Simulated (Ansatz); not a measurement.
Consider CsBr in the zinc blende structure (space group F-43m, No. 216; a = 8.193 Å; a hypothetical phase, not in the database extracts checked).

Perturbation: cell and atoms relaxed at a pressure of 9 GPa.

Level of theory: Ansatz (a first-principles code) PBE, without spin-orbit coupling.

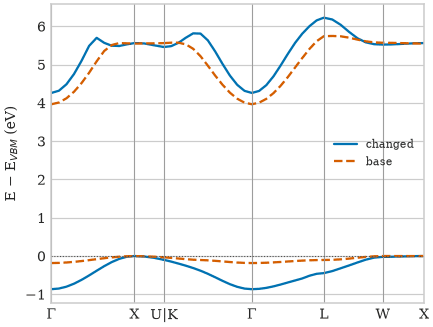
*Highest valence and lowest conduction band along the path, each from its own valence-band maximum*

Question: Read the changed gap and its character from the plot.

Answer: About 4.3 eV, indirect, X → Γ.

Load acts through the strain it causes; cell and atoms are relaxed under it. No phonon test of stability was made. No other phases were tried under pressure.
